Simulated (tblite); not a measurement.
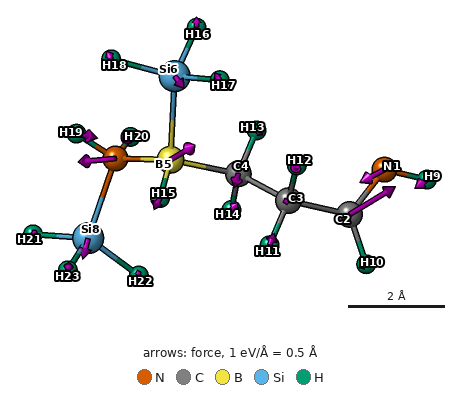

Starting geometry of C$_{3}$H$_{15}$BN$_{2}$Si$_{2}$ with the computed forces as purple arrows. The picture is a ball-and-stick view, seen at a tilt.

The calculation used GFN2-xTB geometry optimisation, gas phase (tblite). 

Is this structure relaxed? If not, where do the atoms go?

Answer. It isn't relaxed: the largest force vector, on a C atom, is 2.42 eV/Å. The final displacements have little in common with the starting forces (cosine between the two patterns 0.16). An H atom moves most after the best rigid fit: 0.69 Å. Largest moves by element: H 0.69 Å, N 0.46 Å, C 0.30 Å, B 0.23 Å, Si 0.20 Å. Near-neighbour distances that change, for instance: B–N 1.552 → 1.692 Å, C–N 1.284 → 1.255 Å, H–N 1.044 → 1.016 Å, H–Si 1.464 → 1.491 Å. Bond angles that change, for instance: B–Si–H 109.3° → 119.4°, Si–B–H 106.0° → 115.1°, H–Si–H 109.8° → 101.0°. Groups turn about C–C by about 55°, B–C by about 25°. After 107 geometry steps the energy has fallen by 55.1 kJ/mol. The run took 2.3 s on 1 thread of Intel(R) Xeon(R) Processor @ 2.50GHz (shared host).
